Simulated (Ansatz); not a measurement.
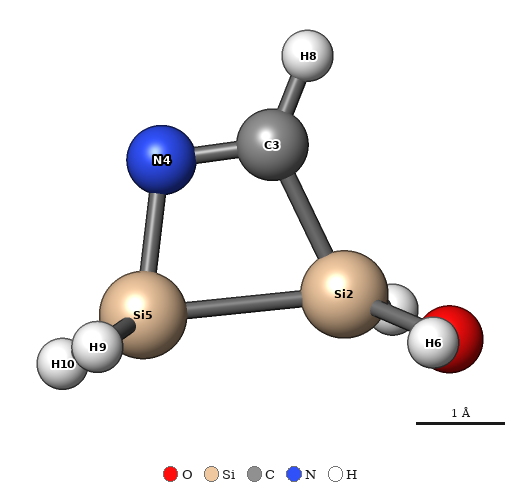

Fig. 1: The structure (ball-and-stick view, seen at a tilt; atoms are numbered from 1 in the order of the input).

# Two runs on CH$_{5}$NOSi$_{2}$

System: CH$_{5}$NOSi$_{2}$.
Method of run 1: RKS PBE0-D4/def2-TZVPP (Ansatz 0.2.0).

The geometry comes from this level: PBE0-D4/def2-TZVP. Text and figures count atoms from 1; the logs count them from 0 in places.

## Input, run 1
```yaml
crystal:
  periodic: [false, false, false]
  atoms:
    - {symbol: O, position_ang: [-1.906051, 0.051883, -1.368945]}
    - {symbol: Si, position_ang: [-0.360828, -0.261931, -0.894014]}
    - {symbol: C, position_ang: [0.047920, -1.229806, 0.705482]}
    - {symbol: N, position_ang: [0.936714, -0.560700, 1.348493]}
    - {symbol: Si, position_ang: [1.022247, 1.012279, 0.491128]}
    - {symbol: H, position_ang: [-2.464680, 0.543379, -0.764719]}
    - {symbol: H, position_ang: [0.262376, -0.910670, -2.077463]}
    - {symbol: H, position_ang: [-0.265680, -2.211889, 1.083974]}
    - {symbol: H, position_ang: [0.403975, 2.077367, 1.326987]}
    - {symbol: H, position_ang: [2.407107, 1.438988, 0.152179]}
basis:
  gaussian: {orbitals: def2-TZVPP}
hamiltonian: {xc: pbe0, dispersion: d4}
output: {orbitals: {seedname: orbitals}}
```

Command:
```bash
ansatz run in.yaml --threads 4 --pin off --events-out ev --progress --plain --max-ram 10444MiB
```

Hardware: 4 threads of Arm Neoverse V1, 23 GiB of memory available, shared host.

## Output (run 1)
```
Functional definition: PBE0
  parameter a = 0.25
  parameter kappa = 0.804
  parameter beta = 0.06672455060314922
  exchange = (1 - a)*pbe_x(kappa = kappa, mu = beta*pi^2/3) + a*exact_x
  correlation = pbe_c(beta = beta)
1363 factors; their error is unknown
mean field evaluation 1: about -20392.6535 eV, gradient 6.9e1 eV
mean field evaluation 2: about -20375.8125 eV, gradient 1.1e2 eV
mean field evaluation 4: about -20401.2058 eV, gradient 1.0e1 eV
mean field evaluation 8: about -20401.4219 eV, gradient 2.0e-1 eV
mean field evaluation 16: about -20401.4621 eV, gradient 9.6e-5 eV
mean field -20401.46214959 eV, -749.7399053896 hartree, gradient 1.8e-5 eV, S^2 0.000000; 0 other end points of the search recorded, 0 dependent functions left out
reference -20401.46218281 eV, -749.7399066106 hartree; 27, 27 occupied and 220, 220 virtual orbitals, 1363 factors
Total energy: -20401.67459873 eV, -749.7477127515 hartree
```

For run 2 the input was changed thus:
```diff
-hamiltonian: {xc: pbe0, dispersion: d4}
+hamiltonian: {xc: {name: wB97X-V}}
```

How does run 2 compare with run 1?

The total energies belong to different models, so their difference says nothing on which is more stable or more accurate. The HOMO goes from −6.79 to −9.12 eV. The LUMO goes from −1.39 to 0.89 eV. On the same kind of shared host run 2 took about 2.7 times as long.

## Output (run 2)
```
Functional definition: wB97X-V
  parameter omega = 0.3/bohr
  parameter cx = 0.167
  parameter cx1 = 0.603
  parameter cx2 = 1.194
  parameter css0 = 0.556
  parameter css1 = -0.257
  parameter cos0 = 1.219
  parameter cos1 = -1.850
  parameter b = 6.0
  parameter c = 0.01
  exchange = spin_sum(e_x_unif_sr(omega)*poly(b97_u_x, 1 - cx, cx1, cx2)) + cx*exact_x_sr(omega) + exact_x_lr(omega)
  correlation = spin_sum(e_c_pw_same_spin*poly(b97_u_same, css0, css1))
      + integral(e_c_pw_opposite_spin*poly(b97_u_opposite, cos0, cos1)) + vv10(b, c)
1363 factors; their error is unknown
305 factors; integrals over basis functions are off by at most 1.0e-5 eV
mean field evaluation 1: about -20402.8514 eV, gradient 5.9e1 eV
mean field evaluation 2: about -20401.7463 eV, gradient 6.6e1 eV
mean field evaluation 4: about -20409.2980 eV, gradient 3.1e0 eV
mean field evaluation 8: about -20409.3297 eV, gradient 7.6e-2 eV
mean field evaluation 16: about -20409.3428 eV, gradient 3.3e-4 eV
mean field -20409.34280110 eV, -750.0295139910 hartree, gradient 5.6e-5 eV, S^2 0.000000; 0 other end points of the search recorded, 0 dependent functions left out
reference -20409.34279887 eV, -750.0295139089 hartree; 27, 27 occupied and 220, 220 virtual orbitals, 1363 factors
Total energy: -20409.34279887 eV, -750.0295139089 hartree
```

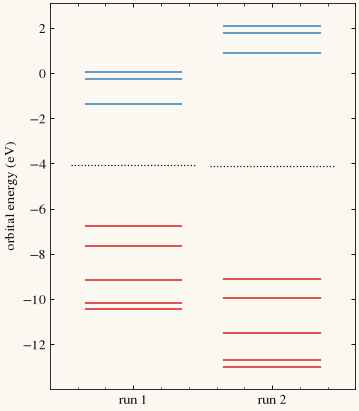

Fig. 2: The five highest filled and three lowest empty orbital energies of the two runs; the dotted lines part filled from empty levels. The HOMO–LUMO gap is 5.40 eV in run 1 and 10.01 eV in run 2.

## The two runs side by side

```tsv
quantity	run 1	run 2
outcome	converged	converged
total energy (hartree)	−749.747713	−750.029514
HOMO (eV)	−6.79	−9.12
LUMO (eV)	−1.39	0.89
basis functions	247	247
wall time (shared host)	3.2 s	8.5 s
```
